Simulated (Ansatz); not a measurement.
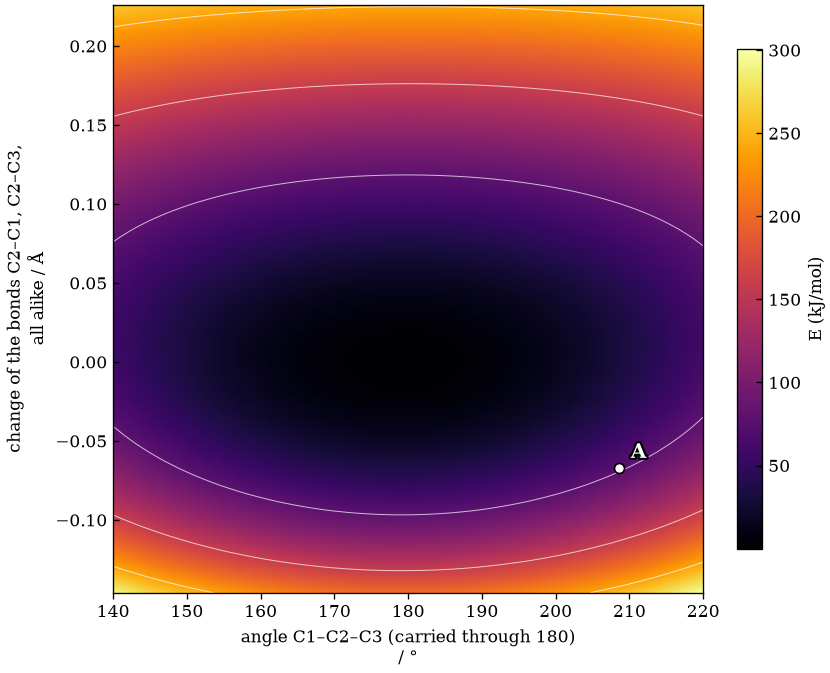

C4H4F2, SMILES CC#CC(F)F. The first coordinate is: angle C1–C2–C3 (carried through 180); the second: change of the bonds C2–C1, C2–C3, all alike. Nothing is relaxed (all other coordinates rigid). Grid: 15 × 15 points. Points are written as (first, second). Energies are in kJ/mol, from the relaxed molecule at the same level. All numbers below come from RKS PBE0-D4/def2-SVP (Ansatz).

In the figure: a smooth colour map with a few white contour lines, the point A. Between grid points the surface is interpolated.

**Which way does the force act at A, and how strong is it?**

A, at (208.6°, −0.067 Å), is not a stationary point. The computed force is 2.8 kJ/mol for each degree towards smaller values of the first coordinate and 1300 kJ/mol for each Å towards larger values of the second coordinate.
